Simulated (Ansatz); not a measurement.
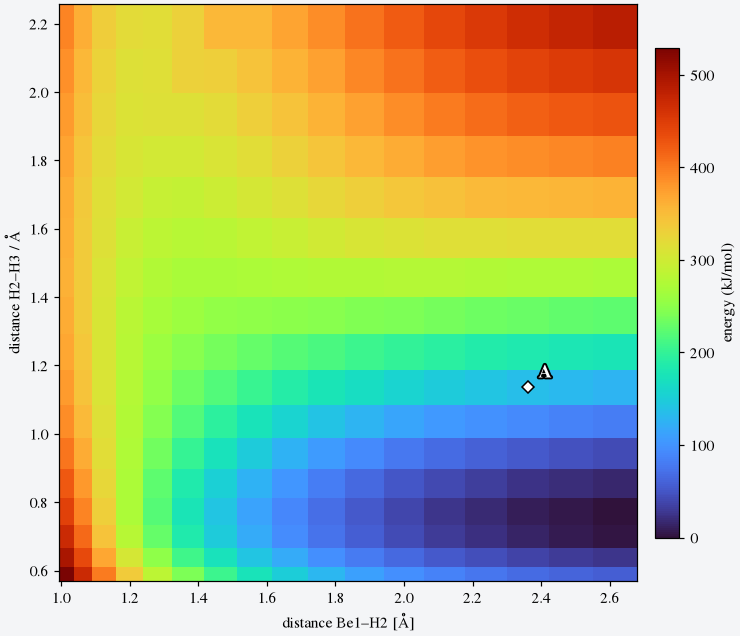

The system Be + H₂. Coordinates scanned: (1) distance Be1–H2; (2) distance H2–H3. Nothing is relaxed (the angle Be1–H2–H3 is fixed at 90 degrees). The grid has 17 × 17 points. Energies are in kJ/mol, from the lowest grid point. Energies and slopes of some neighbouring points disagree (a jump in structure or state, or too coarse a mesh). The reference is spin-restricted, so regions where a bond is pulled apart into radicals lie too high. The calculation used RKS PBE0-D4/aug-cc-pVTZ (Ansatz).

In the figure: one coloured cell a grid point, the point A.

**Is A at rest? If not, where is it pushed?**

A, at distance Be1–H2 = 2.361 Å, distance H2–H3 = 1.138 Å, is not a stationary point. The computed force is 40 kJ/mol for each Å towards larger values of distance Be1–H2 and 460 kJ/mol for each Å towards smaller values of distance H2–H3.
